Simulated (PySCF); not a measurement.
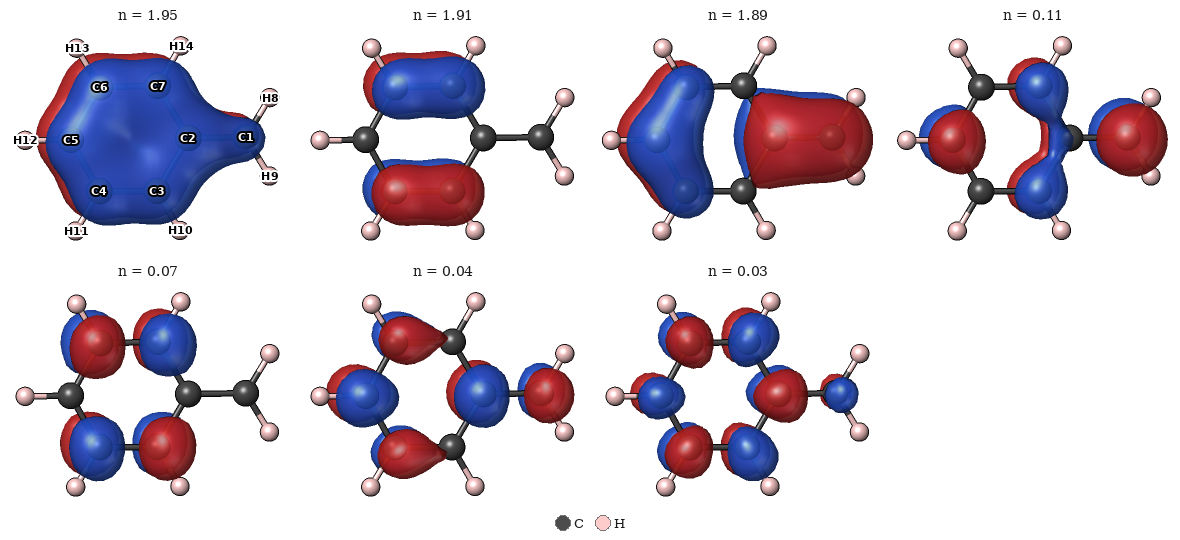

C7H7, charge +1, SMILES `[CH2+]c1ccccc1`. Natural orbitals of the π active space, CASSCF(6,7), singlet state, in order of falling occupation.

Method: def2-SVP basis; geometry: GFN2-xTB; program: PySCF. No frequency check shows the geometry to be a minimum.

Coordinates in Å:

```
C1      -2.3518    0.0001    0.0000
C2      -0.9881   -0.0000    0.0000
C3      -0.2509    1.2359    0.0000
C4       1.1182    1.2216    0.0000
C5       1.8048    0.0000    0.0000
C6       1.1181   -1.2216    0.0000
C7      -0.2510   -1.2358    0.0000
H8      -2.9176   -0.9208    0.0000
H9      -2.9176    0.9210    0.0000
H10     -0.7986    2.1669    0.0000
H11      1.6754    2.1464    0.0000
H12      2.8862   -0.0000    0.0000
H13      1.6752   -2.1465    0.0000
H14     -0.7988   -2.1668    0.0000
```

Question: How multiconfigurational is the state?

Answer: The leading determinant weighs 0.88; the effective number of unpaired electrons, Σ n²(2−n)², is 0.15; the most occupied of the weakly occupied orbitals holds 0.11 e, as in an ordinary closed-shell π system. The active space lowers the energy by 2.17 eV against Hartree–Fock.

Question: Where does the lowest triplet lie relative to the singlet, at this geometry and within this active space?

Answer: 2.40 eV above it by strongly contracted NEVPT2 (+2.23 eV by CASSCF); a small basis tends to put such gaps a few tenths of an eV too high. This is a vertical energy for π states alone; a state that uses lone pairs or σ orbitals may lie lower.
